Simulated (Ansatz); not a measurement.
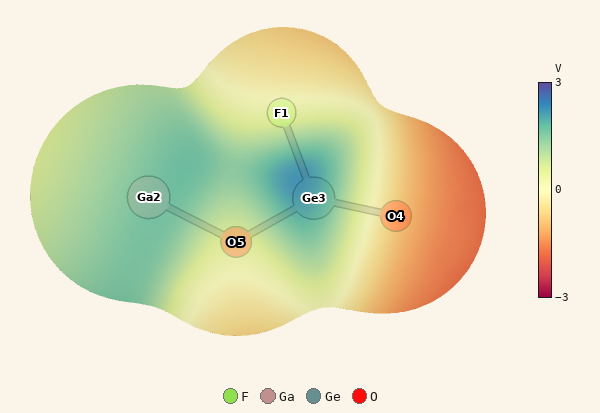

The picture shows: FGaGeO₂. The molecular electrostatic potential painted on the density surface at 0.001 e/bohr³, seen across its widest extent; the colour scale runs from red (negative) to blue (positive).

Geometry: PBE0-D3(BJ)/pcseg-1.

The calculation used Ansatz, isolated molecule in a Gaussian basis; Kohn-Sham density functional theory, functional PBE0.

```xyz
5

F     0.1513   -1.0463    1.6173
Ga   -1.2367   -2.7361   -0.5466
Ge   -1.2923   -0.0660    1.2538
O    -1.6098    1.3601    2.0067
O    -2.0067   -1.0819    0.0406
```

Where is the surface potential most negative and most positive?

The most negative region (about −1.8 V) lies over O4, the most positive (about +2.2 V) over Ge3. O4 is the likeliest acceptor of a hydrogen bond.
